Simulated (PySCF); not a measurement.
## Geometry relaxation, with input and output: SF₂ (part 2 of 2)

Continued. System: SF₂, multiplicity 3. Method: UHF/6-31g*, optimize (PySCF 2.14.0). 

**Log, continued**
```
cycle= 9 E= -596.233409668237  delta_E= -5.51e-09  |g|= 1.47e-05  |ddm|= 0.000166
alpha HOMO (B2) = -0.345582035295733  LUMO (A1) = 0.12539876895725
beta  HOMO (A1) = -0.562971138488356  LUMO (B1) = -0.00104238219855057
  HOMO = -0.345582035296  LUMO = -0.00104238219855  gap/eV = 9.37540
cycle= 10 E= -596.233409668678  delta_E= -4.41e-10  |g|= 4.36e-06  |ddm|= 4.5e-05
alpha HOMO (B2) = -0.345580809402349  LUMO (A1) = 0.125399699103599
beta  HOMO (A1) = -0.562970103963597  LUMO (B1) = -0.00104139083016941
  HOMO = -0.345580809402  LUMO = -0.00104139083017  gap/eV = 9.37540
Extra cycle  E= -596.233409668698  delta_E= -2.03e-11  |g|= 2.48e-06  |ddm|= 5.23e-06
converged SCF energy = -596.233409668698  <S^2> = 2.0292477  2S+1 = 3.0194355

******** <class 'pyscf.grad.rhf.Gradients_Scanner'> for <class 'pyscf.scf.hf.SymAdaptedUHF_Scanner'> ********
unit = Eh/Bohr
--------------- SymAdaptedUHF_Scanner gradients ---------------
         x                y                z
0 S     0.0074233281    -0.0012228280     0.0000000000
1 F    -0.0037116640     0.0006114140    -0.0127282696
2 F    -0.0037116640     0.0006114140     0.0127282696
----------------------------------------------
cycle 3: E = -596.233409669  dE = -0.00445358  norm(grad) = 0.0202218
Step    2 : Displace = 6.220e-02/6.388e-02 (rms/max) Trust = 1.414e-01 (+) Grad = 1.168e-02/1.327e-02 (rms/max) E (change) = -596.2334096687 (-4.454e-03) Quality = 0.872
Hessian Eigenvalues: 5.00000e-02 5.00000e-02 5.00000e-02 ... 3.80428e-01 5.31184e-01 7.55626e-01

Geometry optimization cycle 4
Cartesian coordinates (Angstrom)
 Atom        New coordinates             dX        dY        dZ
   S  -0.688281   0.113373   0.000000    0.003201 -0.000534  0.000000
   F   0.533790  -0.087936   1.086980   -0.001602  0.000258  0.024489
   F   0.533790  -0.087936  -1.086980   -0.001602  0.000258 -0.024489
New geometry
   1 S     -0.688279828783   0.113378777153  -0.000000000000 AA   -1.300660373463   0.214254837158  -0.000000000000 Bohr
   2 F      0.533791419532  -0.087930251433   1.086979644221 AA    1.008719590559  -0.166164093273   2.054093830554 Bohr
   3 F      0.533791419532  -0.087930251433  -1.086979644221 AA    1.008719590559  -0.166164093273  -2.054093830554 Bohr

******** <class 'pyscf.scf.hf.SymAdaptedUHF_Scanner'> ********
method = SymAdaptedUHF_Scanner
initial guess = minao
damping factor = 0
level_shift factor = 0
DIIS = <class 'pyscf.scf.diis.CDIIS'>
diis_start_cycle = 1
diis_space = 8
diis_damp = 0
SCF conv_tol = 1e-09
SCF conv_tol_grad = None
SCF max_cycles = 50
direct_scf = True
direct_scf_tol = 1e-13
number electrons alpha = 18  beta = 16
Freeze 0 electrons in irreps []
    34 free electrons in irreps A1 A2 B1 B2
Set gradient conv threshold to 3.16228e-05
init E= -596.223651450078
alpha HOMO (B2) = -0.346619042388909  LUMO (A1) = 0.117454092364555
beta  HOMO (A1) = -0.560282392015469  LUMO (B1) = -0.00445716869814916
  HOMO = -0.346619042389  LUMO = -0.00445716869815  gap/eV = 9.31070
cycle= 1 E= -596.233926114623  delta_E= -0.0103  |g|= 0.00738  |ddm|= 0.0283
alpha HOMO (B2) = -0.346220755556479  LUMO (A1) = 0.11851091208485
beta  HOMO (A1) = -0.560858109354705  LUMO (B1) = -0.00318783184592153
  HOMO = -0.346220755556  LUMO = -0.00318783184592  gap/eV = 9.33440
cycle= 2 E= -596.233967925741  delta_E= -4.18e-05  |g|= 0.00365  |ddm|= 0.00815
alpha HOMO (B2) = -0.346602006691329  LUMO (A1) = 0.118246006417201
beta  HOMO (A1) = -0.560919122981357  LUMO (B1) = -0.00355851120116002
  HOMO = -0.346602006691  LUMO = -0.00355851120116  gap/eV = 9.33469
cycle= 3 E= -596.233977678208  delta_E= -9.75e-06  |g|= 0.00189  |ddm|= 0.00365
alpha HOMO (B2) = -0.346778414518288  LUMO (A1) = 0.118197019863048
beta  HOMO (A1) = -0.5611750613308  LUMO (B1) = -0.0034696705179349
  HOMO = -0.346778414518  LUMO = -0.00346967051793  gap/eV = 9.34191
cycle= 4 E= -596.233982352982  delta_E= -4.67e-06  |g|= 0.000568  |ddm|= 0.0034
alpha HOMO (B2) = -0.346764987429267  LUMO (A1) = 0.118290893766928
beta  HOMO (A1) = -0.561162202393299  LUMO (B1) = -0.00337232990926228
  HOMO = -0.346764987429  LUMO = -0.00337232990926  gap/eV = 9.34419
cycle= 5 E= -596.233982880884  delta_E= -5.28e-07  |g|= 0.000244  |ddm|= 0.00115
alpha HOMO (B2) = -0.346812265121492  LUMO (A1) = 0.118267181379288
beta  HOMO (A1) = -0.561216050978357  LUMO (B1) = -0.00339020117209499
  HOMO = -0.346812265121  LUMO = -0.00339020117209  gap/eV = 9.34499
cycle= 6 E= -596.233983005188  delta_E= -1.24e-07  |g|= 0.000113  |ddm|= 0.000601
alpha HOMO (B2) = -0.346803972810501  LUMO (A1) = 0.118283707742589
beta  HOMO (A1) = -0.561202426958615  LUMO (B1) = -0.00336905099101026
  HOMO = -0.346803972811  LUMO = -0.00336905099101  gap/eV = 9.34534
cycle= 7 E= -596.233983038058  delta_E= -3.29e-08  |g|= 3.99e-05  |ddm|= 0.000386
alpha HOMO (B2) = -0.346808773070149  LUMO (A1) = 0.118279989184421
beta  HOMO (A1) = -0.561196566751641  LUMO (B1) = -0.00337069670354584
  HOMO = -0.34680877307  LUMO = -0.00337069670355  gap/eV = 9.34543
cycle= 8 E= -596.233983041773  delta_E= -3.71e-09  |g|= 1.56e-05  |ddm|= 0.000122
alpha HOMO (B2) = -0.346808511326221  LUMO (A1) = 0.118281058455813
beta  HOMO (A1) = -0.561189942363468  LUMO (B1) = -0.00336798417839557
  HOMO = -0.346808511326  LUMO = -0.0033679841784  gap/eV = 9.34549
cycle= 9 E= -596.233983042275  delta_E= -5.02e-10  |g|= 3.93e-06  |ddm|= 4.78e-05
alpha HOMO (B2) = -0.346809443514311  LUMO (A1) = 0.118280724645337
beta  HOMO (A1) = -0.561190126153512  LUMO (B1) = -0.00336840058832877
  HOMO = -0.346809443514  LUMO = -0.00336840058833  gap/eV = 9.34551
Extra cycle  E= -596.233983042292  delta_E= -1.71e-11  |g|= 2.26e-06  |ddm|= 4.88e-06
converged SCF energy = -596.233983042292  <S^2> = 2.0305854  2S+1 = 3.0203215

******** <class 'pyscf.grad.rhf.Gradients_Scanner'> for <class 'pyscf.scf.hf.SymAdaptedUHF_Scanner'> ********
unit = Eh/Bohr
--------------- SymAdaptedUHF_Scanner gradients ---------------
         x                y                z
0 S     0.0036258113    -0.0005972717     0.0000000000
1 F    -0.0018129056     0.0002986358    -0.0010482935
2 F    -0.0018129056     0.0002986358     0.0010482935
----------------------------------------------
cycle 4: E = -596.233983042  dE = -0.000573374  norm(grad) = 0.00473843
Step    3 : Displace = 2.013e-02/2.454e-02 (rms/max) Trust = 2.000e-01 (+) Grad = 2.736e-03/3.675e-03 (rms/max) E (change) = -596.2339830423 (-5.734e-04) Quality = 1.033
Hessian Eigenvalues: 5.00000e-02 5.00000e-02 5.00000e-02 ... 3.29101e-01 5.31184e-01 8.24830e-01

Geometry optimization cycle 5
Cartesian coordinates (Angstrom)
 Atom        New coordinates             dX        dY        dZ
   S  -0.690801   0.113788   0.000000   -0.002521  0.000409  0.000000
   F   0.535050  -0.088144   1.087789    0.001259 -0.000214  0.000809
   F   0.535050  -0.088144  -1.087789    0.001259 -0.000214 -0.000809
New geometry
   1 S     -0.690799873083   0.113793898342  -0.000000000000 AA   -1.305422567012   0.215039302514  -0.000000000000 Bohr
   2 F      0.535051441681  -0.088137812028   1.087788957984 AA    1.011100687332  -0.166556325951   2.055623211915 Bohr
   3 F      0.535051441681  -0.088137812028  -1.087788957984 AA    1.011100687332  -0.166556325951  -2.055623211915 Bohr

******** <class 'pyscf.scf.hf.SymAdaptedUHF_Scanner'> ********
method = SymAdaptedUHF_Scanner
initial guess = minao
damping factor = 0
level_shift factor = 0
DIIS = <class 'pyscf.scf.diis.CDIIS'>
diis_start_cycle = 1
diis_space = 8
diis_damp = 0
SCF conv_tol = 1e-09
SCF conv_tol_grad = None
SCF max_cycles = 50
direct_scf = True
direct_scf_tol = 1e-13
number electrons alpha = 18  beta = 16
Freeze 0 electrons in irreps []
    34 free electrons in irreps A1 A2 B1 B2
Set gradient conv threshold to 3.16228e-05
init E= -596.231109048278
alpha HOMO (B2) = -0.349063088146051  LUMO (A1) = 0.116653360032592
beta  HOMO (A1) = -0.561498287231532  LUMO (B1) = -0.00399792481188177
  HOMO = -0.349063088146  LUMO = -0.00399792481188  gap/eV = 9.38970
cycle= 1 E= -596.233997877185  delta_E= -0.00289  |g|= 0.00141  |ddm|= 0.00665
alpha HOMO (B2) = -0.348346135617708  LUMO (A1) = 0.116649085029158
beta  HOMO (A1) = -0.561302937950366  LUMO (B1) = -0.00421671760674069
  HOMO = -0.348346135618  LUMO = -0.00421671760674  gap/eV = 9.36424
cycle= 2 E= -596.233999223816  delta_E= -1.35e-06  |g|= 0.000663  |ddm|= 0.00187
alpha HOMO (B2) = -0.348297968807049  LUMO (A1) = 0.116645463612464
beta  HOMO (A1) = -0.561262637447506  LUMO (B1) = -0.00415339849966134
  HOMO = -0.348297968807  LUMO = -0.00415339849966  gap/eV = 9.36465
cycle= 3 E= -596.233999460918  delta_E= -2.37e-07  |g|= 0.000285  |ddm|= 0.000565
alpha HOMO (B2) = -0.348267287763459  LUMO (A1) = 0.116661788284398
beta  HOMO (A1) = -0.561172594861444  LUMO (B1) = -0.00413068353384327
  HOMO = -0.348267287763  LUMO = -0.00413068353384  gap/eV = 9.36443
cycle= 4 E= -596.233999564772  delta_E= -1.04e-07  |g|= 0.000157  |ddm|= 0.000413
alpha HOMO (B2) = -0.348256174996818  LUMO (A1) = 0.116673218769901
beta  HOMO (A1) = -0.561123231231305  LUMO (B1) = -0.00410753970944766
  HOMO = -0.348256174997  LUMO = -0.00410753970945  gap/eV = 9.36476
cycle= 5 E= -596.233999616592  delta_E= -5.18e-08  |g|= 7.21e-05  |ddm|= 0.000382
alpha HOMO (B2) = -0.34826987583654  LUMO (A1) = 0.116665188340251
beta  HOMO (A1) = -0.561113452945078  LUMO (B1) = -0.00411103900479359
  HOMO = -0.348269875837  LUMO = -0.00411103900479  gap/eV = 9.36504
cycle= 6 E= -596.233999630844  delta_E= -1.43e-08  |g|= 2.57e-05  |ddm|= 0.000256
alpha HOMO (B2) = -0.348266517736615  LUMO (A1) = 0.116671133228073
beta  HOMO (A1) = -0.561105212912149  LUMO (B1) = -0.00410253938133076
  HOMO = -0.348266517737  LUMO = -0.00410253938133  gap/eV = 9.36518
cycle= 7 E= -596.233999632376  delta_E= -1.53e-09  |g|= 9.24e-06  |ddm|= 8.74e-05
alpha HOMO (B2) = -0.34826942520291  LUMO (A1) = 0.116669762110334
beta  HOMO (A1) = -0.561107464461512  LUMO (B1) = -0.00410358086799079
  HOMO = -0.348269425203  LUMO = -0.00410358086799  gap/eV = 9.36523
cycle= 8 E= -596.233999632561  delta_E= -1.85e-10  |g|= 3e-06  |ddm|= 2.91e-05
alpha HOMO (B2) = -0.348269322707581  LUMO (A1) = 0.116670062115622
beta  HOMO (A1) = -0.561107368233607  LUMO (B1) = -0.0041032600735651
  HOMO = -0.348269322708  LUMO = -0.00410326007357  gap/eV = 9.36524
Extra cycle  E= -596.233999632573  delta_E= -1.19e-11  |g|= 1.81e-06  |ddm|= 4.01e-06
converged SCF energy = -596.233999632573  <S^2> = 2.0310022  2S+1 = 3.0205974

******** <class 'pyscf.grad.rhf.Gradients_Scanner'> for <class 'pyscf.scf.hf.SymAdaptedUHF_Scanner'> ********
unit = Eh/Bohr
--------------- SymAdaptedUHF_Scanner gradients ---------------
         x                y                z
0 S     0.0004312419    -0.0000710375     0.0000000000
1 F    -0.0002156210     0.0000355188    -0.0000905609
2 F    -0.0002156210     0.0000355188     0.0000905609
----------------------------------------------
cycle 5: E = -596.233999633  dE = -1.65903e-05  norm(grad) = 0.000550388
Step    4 : Displace = 1.923e-03/2.554e-03 (rms/max) Trust = 2.828e-01 (+) Grad = 3.178e-04/4.371e-04 (rms/max) E (change) = -596.2339996326 (-1.659e-05) Quality = 1.113
Hessian Eigenvalues: 5.00000e-02 5.00000e-02 5.00000e-02 ... 2.93867e-01 5.31184e-01 8.17096e-01

Geometry optimization cycle 6
Cartesian coordinates (Angstrom)
 Atom        New coordinates             dX        dY        dZ
   S  -0.691162   0.113847   0.000000   -0.000362  0.000053  0.000000
   F   0.535231  -0.088174   1.087812    0.000179 -0.000036  0.000023
   F   0.535231  -0.088174  -1.087812    0.000179 -0.000036 -0.000023
New geometry
   1 S     -0.691160777882   0.113853349372  -0.000000000000 AA   -1.306104578238   0.215151648678  -0.000000000000 Bohr
   2 F      0.535231894080  -0.088167537543   1.087811970705 AA    1.011441692943  -0.166612499033   2.055666699655 Bohr
   3 F      0.535231894080  -0.088167537543  -1.087811970705 AA    1.011441692943  -0.166612499033  -2.055666699655 Bohr

******** <class 'pyscf.scf.hf.SymAdaptedUHF_Scanner'> ********
method = SymAdaptedUHF_Scanner
initial guess = minao
damping factor = 0
level_shift factor = 0
DIIS = <class 'pyscf.scf.diis.CDIIS'>
diis_start_cycle = 1
diis_space = 8
diis_damp = 0
SCF conv_tol = 1e-09
SCF conv_tol_grad = None
SCF max_cycles = 50
direct_scf = True
direct_scf_tol = 1e-13
number electrons alpha = 18  beta = 16
Freeze 0 electrons in irreps []
    34 free electrons in irreps A1 A2 B1 B2
Set gradient conv threshold to 3.16228e-05
init E= -596.233639432566
alpha HOMO (B2) = -0.348576176907654  LUMO (A1) = 0.11647458835329
beta  HOMO (A1) = -0.561158323878715  LUMO (B1) = -0.00417747462889517
  HOMO = -0.348576176908  LUMO = -0.0041774746289  gap/eV = 9.37157
cycle= 1 E= -596.233999831123  delta_E= -0.00036  |g|= 0.000194  |ddm|= 0.000894
alpha HOMO (B2) = -0.348479280695861  LUMO (A1) = 0.116469493081877
beta  HOMO (A1) = -0.561130258496132  LUMO (B1) = -0.00421277970529399
  HOMO = -0.348479280696  LUMO = -0.00421277970529  gap/eV = 9.36797
cycle= 2 E= -596.233999857255  delta_E= -2.61e-08  |g|= 9.81e-05  |ddm|= 0.000263
alpha HOMO (B2) = -0.34847159155652  LUMO (A1) = 0.116469991316011
beta  HOMO (A1) = -0.561124467051226  LUMO (B1) = -0.00420313583558984
  HOMO = -0.348471591557  LUMO = -0.00420313583559  gap/eV = 9.36802
cycle= 3 E= -596.233999862201  delta_E= -4.95e-09  |g|= 4.01e-05  |ddm|= 7.9e-05
alpha HOMO (B2) = -0.348466457715958  LUMO (A1) = 0.116472437496887
beta  HOMO (A1) = -0.561110878726025  LUMO (B1) = -0.00419969766178685
  HOMO = -0.348466457716  LUMO = -0.00419969766179  gap/eV = 9.36798
cycle= 4 E= -596.233999864357  delta_E= -2.16e-09  |g|= 2.09e-05  |ddm|= 6.09e-05
alpha HOMO (B2) = -0.348464904182785  LUMO (A1) = 0.116473809598942
beta  HOMO (A1) = -0.561104094286478  LUMO (B1) = -0.00419699101710869
  HOMO = -0.348464904183  LUMO = -0.00419699101711  gap/eV = 9.36801
cycle= 5 E= -596.233999865267  delta_E= -9.09e-10  |g|= 9.46e-06  |ddm|= 5.05e-05
alpha HOMO (B2) = -0.348465926053003  LUMO (A1) = 0.116473130394077
beta  HOMO (A1) = -0.561103906700019  LUMO (B1) = -0.00419748120468677
  HOMO = -0.348465926053  LUMO = -0.00419748120469  gap/eV = 9.36802
Extra cycle  E= -596.233999865398  delta_E= -1.31e-10  |g|= 6.74e-06  |ddm|= 1.33e-05
converged SCF energy = -596.233999865398  <S^2> = 2.0310485  2S+1 = 3.0206281

******** <class 'pyscf.grad.rhf.Gradients_Scanner'> for <class 'pyscf.scf.hf.SymAdaptedUHF_Scanner'> ********
unit = Eh/Bohr
--------------- SymAdaptedUHF_Scanner gradients ---------------
         x                y                z
0 S     0.0000026368    -0.0000004344     0.0000000000
1 F    -0.0000013184     0.0000002172     0.0000018310
2 F    -0.0000013184     0.0000002172    -0.0000018310
----------------------------------------------
cycle 6: E = -596.233999865  dE = -2.32825e-07  norm(grad) = 4.17338e-06
```

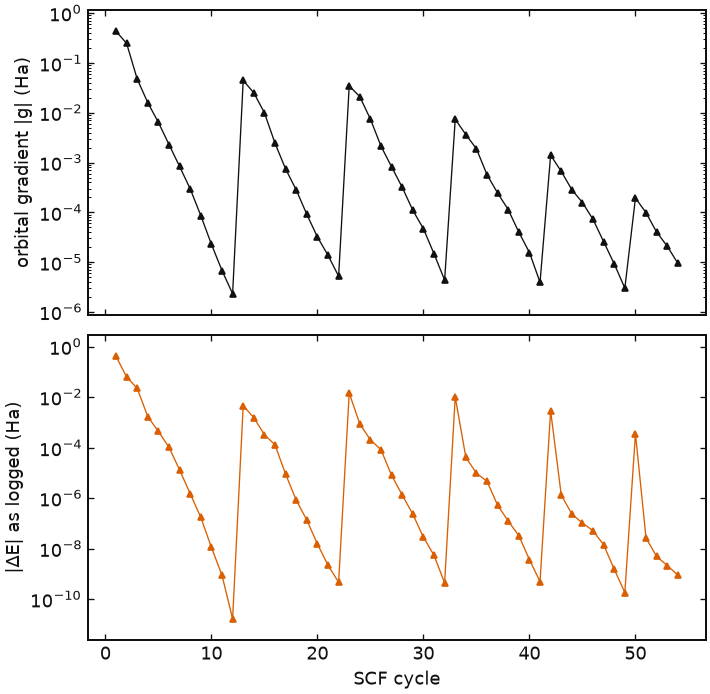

Fig. 1: Convergence of the self-consistent field: orbital gradient |g| and size of the energy change against the SCF cycle. All cycles printed in the log are drawn one after another.

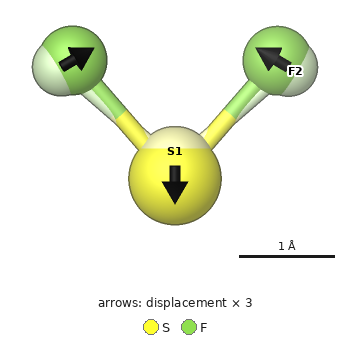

Fig. 2: Start (faint) and end (solid) with the displacements as black arrows, magnified 3 times (ball-and-stick view, seen on its broad side). The two geometries are laid on each other by the best rigid fit. The largest moves after the best rigid fit, 0.14 Å, are those of S1, F2 and F3. By element the largest moves are S 0.14 Å, F 0.14 Å. Distances before and after: S1–F2 1.590 → 1.652 Å. Among the angles that change: F2–S1–F3 98.6° → 82.4°. (Atoms are counted from 1 in the order of the input.)

```
Step    5 : Displace = 2.593e-04/3.658e-04 (rms/max) Trust = 3.000e-01 (+) Grad = 2.410e-06/2.672e-06 (rms/max) E (change) = -596.2339998654 (-2.328e-07) Quality = 1.010
Hessian Eigenvalues: 5.00000e-02 5.00000e-02 5.00000e-02 ... 2.93867e-01 5.31184e-01 8.17096e-01
Converged! =D

    #| If this code has benefited your research, please support us by citing: |#
    #| Wang, L.-P.; Song, C.C. (2016) "Geometry optimization made simple with |#
    #| translation and rotation coordinates", J. Chem, Phys. 144, 214108.     |#
    #|                                     |#
optimised geometry (angstrom)
S          -0.69116078        0.11385335       -0.00000000
F           0.53523189       -0.08816754        1.08781197
F           0.53523189       -0.08816754       -1.08781197
orbital energies (hartree): [array([-0.6521, -0.4755, -0.2855,  0.1242,  0.3869,  0.4345]), array([-0.6438, -0.6421, -0.5464,  0.0114,  0.1626,  0.1841])]
```

The run was set up as follows.

**Input**
```python
from pyscf import gto, scf
from pyscf.geomopt.geometric_solver import optimize

mol = gto.M(
    atom='S -0.5555 0.0915 0; F 0.4674 -0.077 1.2061; F 0.4674 -0.077 -1.2061',
    basis='6-31g*',
    charge=0,
    spin=2,
    symmetry=True,
    verbose=4,
)
mf = scf.UHF(mol)
mf.kernel()
mol_eq = optimize(mf, maxsteps=30)
print('optimised geometry (angstrom)')
print(mol_eq.tostring('raw'))
print('orbital energies (hartree):', [e[max(0, n-3):n+3].round(4) for e, n in zip(mf.mo_energy, mol.nelec)])
```

Run as:
```bash
OMP_NUM_THREADS=1 python input.py
```

**Key numbers**

```csv
quantity,value
outcome,converged
SCF energy at the first geometry,−596.206593 hartree
⟨S²⟩,2.025
hardware,"1 CPU thread, shared host"
wall time,11 s
```
